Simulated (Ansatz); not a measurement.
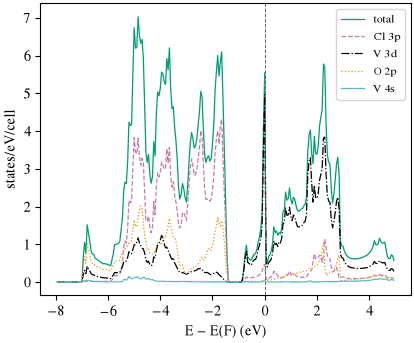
Total and projected density of states of VCl2O in space group Immm (No. 71; V on 2d, Cl on 4i, O on 2a), PBEsol (plane waves, PAW; program Ansatz)

Task: Which orbitals carry the states next to the Fermi level?

Result: Within 0.5 eV of the Fermi level: V 3d 82 %, Cl 3p 14 %. Projections are on Löwdin-orthogonalised atomic valence shells; empty p or d shells of many metals are not among them.

Task: Where is the tallest occupied peak in this window, and what makes it?

Result: Near -4.8 eV, about 7.0 states/eV per cell; the largest projected share is Cl 3p.

The first step of the workflow began from a Materials Project structure, measured or hypothetical; the Crystallography Open Database copy checked does not list it. Whether it is the stable phase at ambient conditions was not checked. Symmetry was held in the PBEsol relaxation; whether a distortion lowers the energy is not shown. Magnetic state: ferromagnetic, the only order run, not a proven ground state. The cell computed holds one magnetic atom, so no antiferromagnetic order was within reach. No Hubbard U is applied. A crystal of weakly bound layers computed without a dispersion correction: the cell and the soft elastic constants depend strongly on that. The compound may be a true metal, but semilocal functionals without U, or a wrong spin order, can also close a gap.

Potentials: the later of the program's two PAW sets.
